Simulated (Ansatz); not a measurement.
# HBr (hydrogen bromide): revPBE/STO-3G

What is the vertical ionisation energy of HBr (hydrogen bromide) at revPBE/STO-3G? 

The calculation is run with Ansatz 0.2.0.

40 further runs of the same task are left out: 4 that didn't finish, 36 set aside as unsound or not needed.

## 1. The structure to begin with

HBr has 2 atoms, charge 0, and is taken as a singlet. SMILES: `Br`. The coordinates come from a PBE0-D4/def2-TZVP relaxation.

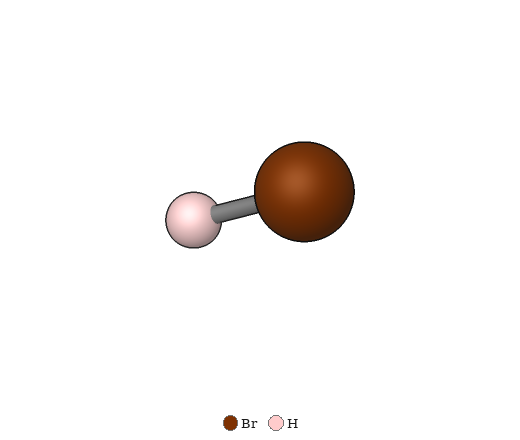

The structure, seen from a chosen angle (bromine brown, hydrogen pink).

## 2. The energy at revPBE/STO-3G

File input.yaml:

```yaml
crystal:
  periodic: [false, false, false]
  atoms:
    - symbol: Br
      position_ang: [-0.603220, 0.217960, -0.305050]
    - symbol: H
      position_ang: [0.603220, -0.217960, 0.305050]
basis:
  gaussian: {orbitals: STO-3G}
total_charge: 0
accuracy: high
hamiltonian: {xc: {name: revPBE}}
```

Command:

```bash
$ ansatz run input.yaml --threads 1 --pin off --max-ram 3480MiB --events-out events.jsonl --progress --plain --runs-dir runs
```

The program printed:

```text
Warning: RAYON_NUM_THREADS=1 ignored (pool sized by the plan → 1); use --threads N
Functional definition: revPBE
  name "revPBE"
  parameter kappa = 1.245
  parameter beta = 0.06672455060314922
  exchange = pbe_x(kappa = kappa, mu = beta*pi^2/3)
  correlation = pbe_c(beta = beta)
211 factors; integrals over basis functions are off by at most 9.5e-9 eV
mean field evaluation 1: about -69289.6473 eV, gradient 5.4e0 eV
mean field evaluation 2: about -69289.6860 eV, gradient 4.8e0 eV
mean field evaluation 4: about -69289.8013 eV, gradient 1.0e-2 eV
mean field evaluation 8: about -69289.7908 eV, gradient 3.7e-4 eV
mean field -69289.79084328 eV, -2546.3528471833 hartree, gradient 6.4e-10 eV, S^2 0.000000; 0 other end points of the search recorded, 0 dependent functions left out
reference -69289.79084471 eV, -2546.3528472361 hartree; 18, 18 occupied and 1, 1 virtual orbitals, 211 factors
Total energy: -69289.79084471 eV, -2546.3528472361 hartree
```

It took 0.54 s on 1 thread of Arm Neoverse V1, shared host.

## 3. The doublet cation, same level

input.yaml, as its differences from that of step 2:

```diff
@@ -8,5 +8,10 @@
 basis:
-  gaussian: {orbitals: STO-3G}
-total_charge: 0
+  gaussian:
+    orbitals: STO-3G
+total_charge: 1
+magnetization:
+  spin_polarized: true
+  initial_magnetization: 1
+hamiltonian:
+  xc: {name: revPBE}
 accuracy: high
-hamiltonian: {xc: {name: revPBE}}
```

Command:

```bash
$ ansatz run input.yaml --threads 1 --pin off --max-ram 3480MiB --events-out events.jsonl --progress --plain --runs-dir runs
```

The program printed, shortened:

```text
Warning: RAYON_NUM_THREADS=1 ignored (pool sized by the plan → 1); use --threads N
[... 6 set-up lines as earlier in the session ...]
211 factors; integrals over basis functions are off by at most 9.5e-9 eV
mean field evaluation 1: about -69279.9029 eV, gradient 3.5e0 eV
mean field evaluation 2: about -69279.9543 eV, gradient 2.9e0 eV
mean field evaluation 4: about -69280.0358 eV, gradient 7.0e-2 eV
mean field evaluation 8: about -69280.0246 eV, gradient 7.1e-4 eV
mean field evaluation 16: about -69280.0246 eV, gradient 4.3e-2 eV
mean field -69280.02457146 eV, -2545.9939433139 hartree, gradient 6.7e-9 eV, S^2 0.750703; 1 other end points of the search recorded, 0 dependent functions left out
reference -69280.02457293 eV, -2545.9939433679 hartree; 18, 17 occupied and 1, 2 virtual orbitals, 211 factors
Total energy: -69280.02457293 eV, -2545.9939433679 hartree
```

It took 1.3 s on 1 thread of Arm Neoverse V1, shared host; peak memory 0.096 GiB.

## 4. Outcome

Level: revPBE/STO-3G.

| quantity | value |
| --- | --- |
| singlet HBr: total energy | -2546.35285 Eh |
| doublet cation: total energy | -2545.99394 Eh |
| doublet cation: ⟨S²⟩ | 0.751 |
| vertical ionisation energy (to the doublet cation) | 9.766 eV |

What this shows: The vertical ionisation energy comes to 9.77 eV (225 kcal/mol). In a minimal basis such a difference can be off by several eV, whatever the method.
